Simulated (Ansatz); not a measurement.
**One shape, several levels: [NO2]− (nitrite)**

Aim: a comparison of 5 runs (UHF/STO-3G, PBE/STO-3G, UPBE0/STO-3G, wB97M-V/STO-3G, RPA@PBE/STO-3G) of [NO2]− (nitrite). 

The results are computed with Ansatz 0.2.0.

12 further runs of the same task are left out: 10 that didn't finish, 2 set aside as unsound or not needed.

**1. The system as given**

[NO2]−: 3 atoms, total charge -1, spin state singlet. As SMILES, `O=N[O-]`. The O3–N2 distance was set to 1.590 Å, away from the relaxed value.

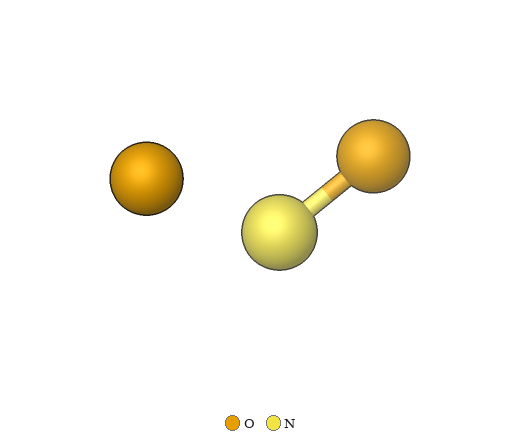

The structure, seen from a chosen angle (oxygen amber, nitrogen yellow).

**2. The energy at UHF/STO-3G (run 1)**

The input, in.yaml:

```yaml
crystal:
  periodic: [false, false, false]
  atoms:
    - {symbol: O, position_ang: [0.580462, 1.144686, 0.446189]}
    - {symbol: "N", position_ang: [0.578382, -0.119294, 0.304939]}
    - {symbol: O, position_ang: [-0.662520, -0.766520, -0.449410]}
basis:
  gaussian:
    orbitals: STO-3G
total_charge: -1
magnetization:
  spin_polarized: true
hamiltonian:
  xc: hf
accuracy: high
```

Launch:

```console
$ ansatz run in.yaml --threads 1 --pin off --max-ram 2610MiB --events-out events.jsonl --progress --plain --runs-dir runs
```

Standard output:

```text
Warning: RAYON_NUM_THREADS=1 ignored (pool sized by the plan → 1); use --threads N
Functional definition: HF
  name "HF"
  exchange = exact_x
  correlation = 0
250 factors; integrals over basis functions are off by at most 3.4e-8 eV
mean field evaluation 1: about -5464.4953 eV, gradient 2.9e1 eV
mean field evaluation 2: about -5464.6112 eV, gradient 2.9e1 eV
mean field evaluation 4: about -5471.6155 eV, gradient 6.6e0 eV
mean field evaluation 8: about -5472.4107 eV, gradient 2.3e-1 eV
mean field evaluation 16: about -5472.3987 eV, gradient 9.1e-9 eV
mean field evaluation 32: about -5474.0792 eV, gradient 1.5e-1 eV
mean field evaluation 64: about -5473.9430 eV, gradient 3.9e-1 eV
mean field evaluation 96: about -5473.8057 eV, gradient 1.4e-1 eV
mean field evaluation 128: about -5473.6564 eV, gradient 1.7e0 eV
mean field evaluation 160: about -5472.6047 eV, gradient 9.9e-1 eV
mean field evaluation 192: about -5466.2671 eV, gradient 9.3e0 eV
mean field -5474.07506701 eV, -201.1685482514 hartree, gradient 6.6e-8 eV, S^2 1.093626; 6 other end points of the search recorded, 0 dependent functions left out
reference -5474.07506701 eV, -201.1685482514 hartree; 12, 12 occupied and 3, 3 virtual orbitals, 250 factors
Total energy: -5474.07506701 eV, -201.1685482514 hartree
```

It took 0.26 s on 1 thread of Arm Neoverse V1, shared host.

**3. The energy at PBE/STO-3G (run 2)**

The input, molecule.yaml:

```yaml
crystal:
  periodic: [false, false, false]
  atoms:
    - {symbol: O, position_ang: [0.580462, 1.144686, 0.446189]}
    - {symbol: N, position_ang: [0.578382, -0.119294, 0.304939]}
    - {symbol: O, position_ang: [-0.662520, -0.766520, -0.449410]}
basis:
  gaussian: {orbitals: STO-3G}
hamiltonian: {xc: {name: PBE}}
total_charge: -1
accuracy: high
```

Launch:

```console
$ ansatz run molecule.yaml --threads 1 --pin off --max-ram 2610MiB --events-out events.jsonl --progress --plain --runs-dir runs
```

Standard output:

```text
Warning: RAYON_NUM_THREADS=1 ignored (pool sized by the plan → 1); use --threads N
Functional definition: PBE
  name "PBE"
  parameter kappa = 0.804
  parameter beta = 0.06672455060314922
  exchange = pbe_x(kappa = kappa, mu = beta*pi^2/3)
  correlation = pbe_c(beta = beta)
250 factors; integrals over basis functions are off by at most 3.4e-8 eV
mean field evaluation 1: about -5490.2541 eV, gradient 3.5e1 eV
mean field evaluation 2: about -5317.9995 eV, gradient 2.0e2 eV
mean field evaluation 4: about -5494.3894 eV, gradient 1.8e1 eV
mean field evaluation 8: about -5494.4006 eV, gradient 1.7e1 eV
mean field evaluation 16: about -5495.2712 eV, gradient 1.1e-8 eV
mean field evaluation 32: about -5489.6710 eV, gradient 2.0e0 eV
mean field -5495.27117082 eV, -201.9474906992 hartree, gradient 3.0e-8 eV, S^2 0.000000; 3 other end points of the search recorded, 0 dependent functions left out
reference -5495.27117163 eV, -201.9474907287 hartree; 12, 12 occupied and 3, 3 virtual orbitals, 250 factors
Total energy: -5495.27117163 eV, -201.9474907287 hartree
```

It took 1.1 s on 1 thread of Arm Neoverse V1, shared host.

Runs 3 to 4 aren't shown in full; the table further down has their settings and results.

**4. The energy at RPA@PBE/STO-3G (run 5)**

The input, input.yaml:

```yaml
crystal:
  periodic: [false, false, false]
  atoms:
    - {symbol: O, position_ang: [0.580462, 1.144686, 0.446189]}
    - {symbol: N, position_ang: [0.578382, -0.119294, 0.304939]}
    - {symbol: O, position_ang: [-0.662520, -0.766520, -0.449410]}
basis:
  gaussian: {orbitals: STO-3G}
hamiltonian: {xc: pbe}
accuracy: high
correlation: {method: rpa, frozen_orbitals: {"N": 1, O: 1}}
total_charge: -1
```

Launch:

```console
$ ansatz run input.yaml --threads 1 --pin off --max-ram 2610MiB --events-out events.jsonl --progress --plain --runs-dir runs
```

Standard output:

```text
Warning: RAYON_NUM_THREADS=1 ignored (pool sized by the plan → 1); use --threads N
[... 6 set-up lines as earlier in the session ...]
250 factors; integrals over basis functions are off by at most 3.4e-8 eV
mean field evaluation 1: about -5490.2541 eV, gradient 3.5e1 eV
mean field evaluation 2: about -5490.1718 eV, gradient 3.5e1 eV
mean field evaluation 4: about -5478.3535 eV, gradient 7.1e1 eV
mean field evaluation 8: about -5495.2125 eV, gradient 4.7e0 eV
mean field evaluation 16: about -5495.2712 eV, gradient 5.2e-4 eV
mean field evaluation 32: about -5489.6734 eV, gradient 4.7e-4 eV
mean field evaluation 64: about -5468.8194 eV, gradient 3.9e1 eV
mean field -5495.27117082 eV, -201.9474906992 hartree, gradient 4.5e-8 eV, S^2 0.000000; 5 other end points of the search recorded, 0 dependent functions left out
3 core orbitals not correlated: weight in the atoms' cores, before any rotation towards them, 1.000 or more for the frozen orbitals, at most 0.000 for the correlated occupied ones
reference -5470.81486961 eV, -201.0487382066 hartree; 9, 9 occupied and 3, 3 virtual orbitals, 250 factors
Total energy: -5480.89603042 eV, -201.4192140331 hartree
```

Wall time 1.9 s (1 thread of Arm Neoverse V1, shared host).

**5. All runs side by side**

| run | level | frozen core orbitals | energy (Eh) | wall time |
| --- | --- | --- | --- | --- |
| 1 | UHF/STO-3G | – | -201.168548 | 0.26 s |
| 2 | PBE/STO-3G | – | -201.947491 | 1.1 s |
| 3 | UPBE0/STO-3G | – | -201.942774 | 2.9 s |
| 4 | wB97M-V/STO-3G | – | -202.122445 | 10 s |
| 5 | RPA@PBE/STO-3G | 3 | -201.419214 | 1.9 s |

**6. Results**

| quantity | value |
| --- | --- |
| run 5: total energy | -201.41921 Eh |
| run 5: RPA correlation energy (valence) | -370.5 mEh |

In words: Totals of different functionals can't be ranked against each other. In runs 1, 2, 3, 4, 5 the basis is minimal, so the values are rough. Spin contamination of the reference: run 1 ⟨S²⟩ = 1.09, run 3 ⟨S²⟩ = 0.42. Where it is this large, the reference is a mixture of spin states, and values that rest on it are in doubt. All runs together took 16 s, the longest 10 s.
